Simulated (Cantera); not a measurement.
Feed: 1 mol NH3, 4.4 mol O2, 2.2 mol N2, at 3680 Torr.

These are equilibrium values from Cantera (NASA tables, ideal gas, pure condensed phases), not measurements of a reactor. Candidate condensed phases: H2O; 24 gas species. The numbers say what is thermodynamically allowed, not how fast it happens.

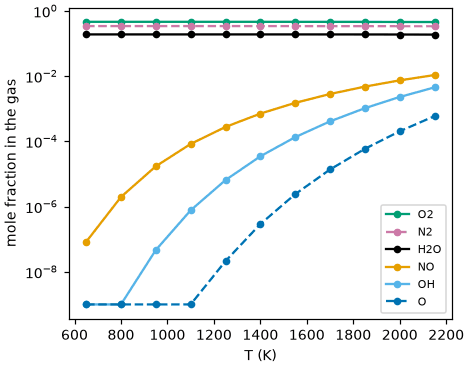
Figure. Equilibrium gas composition (values under 1e-9 drawn at 1e-9)

From 650 K to 2150 K nothing is condensed.
